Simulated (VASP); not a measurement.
Band structure of CaS (rock salt). Level of theory: optB86b-vdW, VASP's PBE PAW potentials (set 64) (plane waves; VASP).

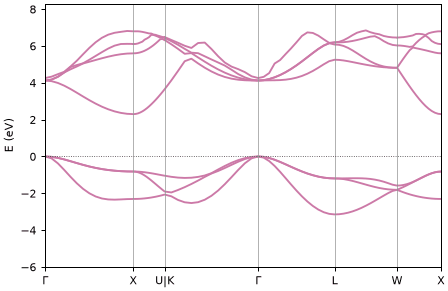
Figure: Bands along high-symmetry lines, zero at the valence-band maximum or, without a gap, the Fermi level

Question: Read the plot: is there a gap, and where are the band edges?

Answer: The gap is indirect, 2.30 eV, from the valence maximum at Γ to the conduction minimum at X. (Edges off the drawn lines would not show.)

Measured: gap 4.43 eV (computed value off by -2.13 eV), as given by David Waroquiers et al., Physical Review B (2013), arXiv:1302.6756.

The compound is CaS in the rock salt structure. It was relaxed first.
